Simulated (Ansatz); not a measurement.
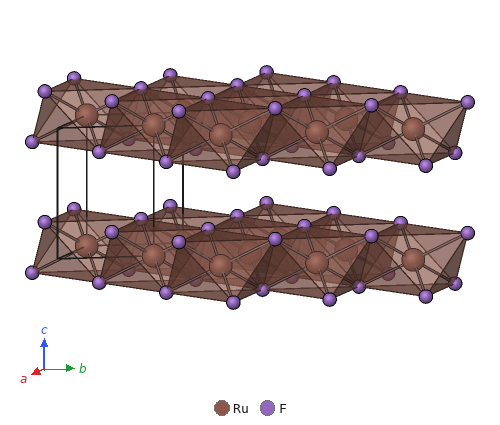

Polyhedra are drawn about Ru (bonds: F–Ru below 2.4 Å); other atoms are plain spheres.

The compound is RuF2 (space group P-3m1, No. 164), taken as coordinates from a relaxation with DFT PBEsol, scalar-relativistic, plane waves, PAW (Ansatz 0.2.0); the starting structure was generated, so it need not be a known form of this composition.

What figure surrounds each Ru atom, and what does it share with the other drawn polyhedra?

Ru: RuF6 octahedron, sharing edges with six neighbours.

What is the connectivity of the polyhedra: isolated, groups, chains, layers or framework?

They form layers of edge-sharing octahedra parallel to (001).

How far apart are the centres of linked polyhedra?

Centre to centre across a shared edge: 3.22 Å.
